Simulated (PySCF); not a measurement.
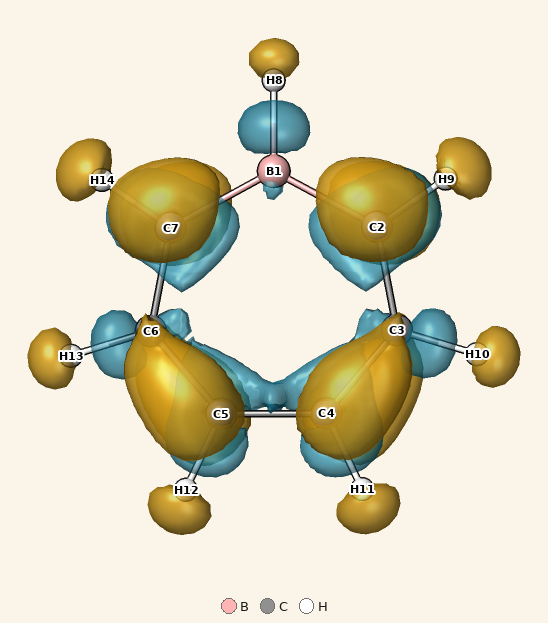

C₆H₇B, SMILES `B1C=CC=CC=C1`. Fukui function f⁺ = ρ(N+1) − ρ(N) at fixed geometry, surfaces at ±0.02 e/Å³ (yellow positive, teal negative).

Method: TPSS/6-311G**; geometry: GFN2-xTB; program: PySCF. No frequency check shows the geometry to be a minimum.

The calculation's input:

```python
import numpy as np
from pyscf import gto, scf, dft
from pyscf.scf import atom_ks, atom_hf
from scipy.linalg import block_diag

def solve(mol, dm0=None, hcore=None):
    mf = (dft.UKS if mol.spin else dft.RKS)(mol, xc='tpss')
    mf.grids.level = 3
    mf = mf.density_fit(auxbasis='def2-universal-jkfit')
    mf.conv_tol, mf.max_cycle = 1e-8, 80
    if hcore is not None:
        mf.get_hcore = lambda *args: hcore
    mf.kernel(dm0)
    if not mf.converged:
        mf = mf.newton().run(mf.mo_coeff, mf.mo_occ, max_cycle=30)
    assert mf.converged, 'SCF not converged'
    return mf

mol = gto.M(atom='''
B      0.00047    -1.73203     0.00000
C     -1.34203    -1.00822     0.00000
C     -1.59901     0.33040     0.00000
C     -0.68312     1.40654     0.00000
C      0.68246     1.40685     0.00000
C      1.59884     0.33111     0.00000
C      1.34245    -1.00762     0.00000
H      0.00081    -2.90858     0.00000
H     -2.23511    -1.62792     0.00000
H     -2.63954     0.64627     0.00000
H     -1.14698     2.38753     0.00000
H      1.14589     2.38805     0.00000
H      2.63923     0.64745     0.00000
H      2.23581    -1.62693     0.00000
''', basis='6-311g**', charge=0, spin=0, verbose=4)
mf = solve(mol)
out = dict(e0=mf.e_tot, dm0=mf.make_rdm1(), c=mf.mo_coeff, occ=mf.mo_occ, eps=mf.mo_energy)
for name, dq, spin in [('cation', 1, 1), ('anion', -1, 1)]:
    ion = mol.copy().set(charge=mol.charge + dq, spin=spin).build()
    mi = solve(ion)
    if spin and dq > 0 and mol.nao < 130:
        c, _, stable, _ = mi.stability(return_status=True)
        if not stable:
            mi = solve(ion, mi.make_rdm1(c, mi.mo_occ))
    print(name, 'vertical energy change / eV', (mi.e_tot - mf.e_tot) * 27.211386)
    out.update({'e_' + name: mi.e_tot, 'dm_' + name: mi.make_rdm1(), 's2_' + name: mi.spin_square()[0], 'eps_' + name: mi.mo_energy, 'occ_' + name: mi.mo_occ})
# spherically averaged free atoms, for the promolecule
atm = atom_ks.get_atm_nrks(mol, xc='tpss')
pro = block_diag(*[(atm[a[0]][2] * atm[a[0]][3]) @ atm[a[0]][2].T for a in mol._atom])
np.savez('result.npz', pro=pro, **out)
```

Command:

```sh
OMP_NUM_THREADS=1 python input.py
```

The run took 7 min on 1 thread of Arm Neoverse V1, with other jobs on the host, peak memory 0.84 GiB.

Partitions, critical points and surface values were worked out afterwards from this run's density.

Q: Which atoms respond most to the addition of an electron?

A: f⁺ (Hirshfeld-condensed) is largest on C2 and C7 (0.12 each), C4 and C5 (0.10 each) and B1 (0.08); the vertical electron affinity is −0.01 eV (the stability of the anion's solution wasn't checked; negative, but this basis has no diffuse functions, so it doesn't show that the anion is unbound). Condensed values hint at sites of nucleophilic attack but needn't mark the atom that reacts. Shares this close don't rank the sites. Orbital relaxation makes it negative in places (0.22 e in all).

| atom | f⁺ | charge |
| --- | --- | --- |
| B1 | +0.08 | +0.07 |
| C2 | +0.12 | −0.08 |
| C3 | +0.06 | −0.01 |
| C4 | +0.10 | −0.02 |
| C5 | +0.10 | −0.02 |
| C6 | +0.06 | −0.01 |
| C7 | +0.12 | −0.08 |
| H8 | +0.04 | −0.08 |
| H9 | +0.06 | +0.03 |
| H10 | +0.05 | +0.04 |
| H11 | +0.06 | +0.04 |
| H12 | +0.06 | +0.04 |
| H13 | +0.05 | +0.04 |
| H14 | +0.06 | +0.03 |
